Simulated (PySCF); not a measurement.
# C4H10GeO: what the fields show

```xyz
16

C     1.9897    0.6174    0.2261
O     1.1294    0.1940   -0.8000
C    -0.1444   -0.1550   -0.3329
Ge   -1.2469    1.3460    0.3255
C    -0.8086   -1.2673   -1.0864
C    -0.3122   -1.5101    0.3024
H     2.9382    0.8684   -0.2449
H     1.5889    1.5063    0.7342
H     2.1448   -0.1715    0.9710
H    -2.6948    1.0014    0.1813
H    -1.0270    1.6312    1.7837
H    -0.9708    2.6027   -0.4332
H    -0.2507   -1.7036   -1.9005
H    -1.8745   -1.2111   -1.2568
H    -1.0353   -1.6131    1.1005
H     0.5666   -2.1270    0.4185
```

Geometry: GFN2-xTB.

These are results of CAM-B3LYP/def2-SVPD, SCF density, gas phase (PySCF), not measurements.

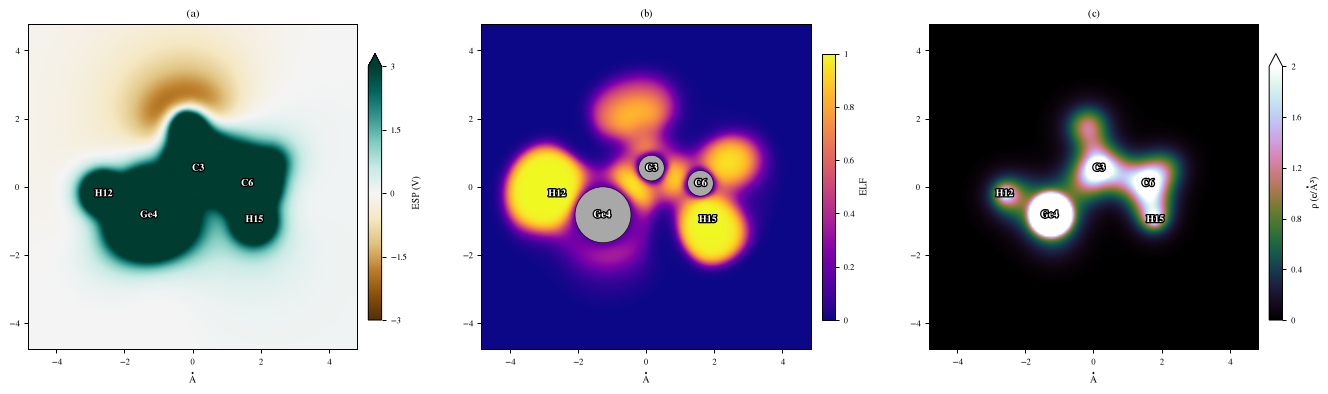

Figure 1. (a) molecular electrostatic potential; (b) electron localisation function; (c) total electron density on the plane of atoms C3, C6 and H15. Grey discs cover the atomic cores in the ELF map.

Q: What does the map show?

A: Atoms in the plane: C, Ge and H.
C–C (1.51 Å): ρ is about 1.6 e/Å³ halfway; the ELF peaks at about 0.90 between the atoms; a covalent bond.
C–Ge (1.98 Å): ρ is about 0.88 e/Å³ halfway; the ELF peaks at about 0.95 in the valence shell of C, 0.7 Å from its nucleus, and is about 0.75 at the midpoint.
C–H (1.08 Å): the density is about 2 e/Å³ at the midpoint; the ELF climbs to about 1 towards the hydrogen, as it does in any bond to H: a covalent bond by its length.
Ge–H (1.49 Å): the density is about 1.2 e/Å³ at the midpoint; the ELF climbs to about 1 towards the hydrogen.
The ELF also peaks beside O2, away from the bonds: lone-pair regions.
Outside the dense part of the molecule the potential is most negative (−1.9 V) near O2, which lies off the plane.

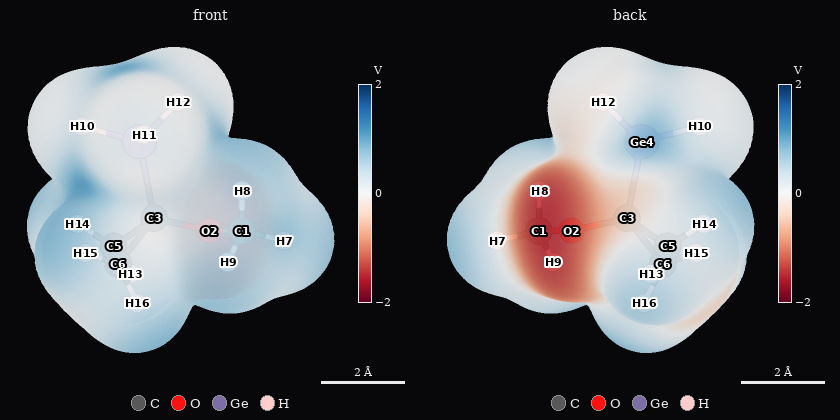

Figure 2. The electrostatic potential painted on the density surface at 0.002 e/bohr³, seen from the front and from behind; red is negative and blue positive.

Q: Where is the surface potential most negative and most positive?

A: The most negative region (about −1.5 V) lies over O2, the most positive (about +0.9 V) over Ge4. O2 is the likeliest acceptor of a hydrogen bond.
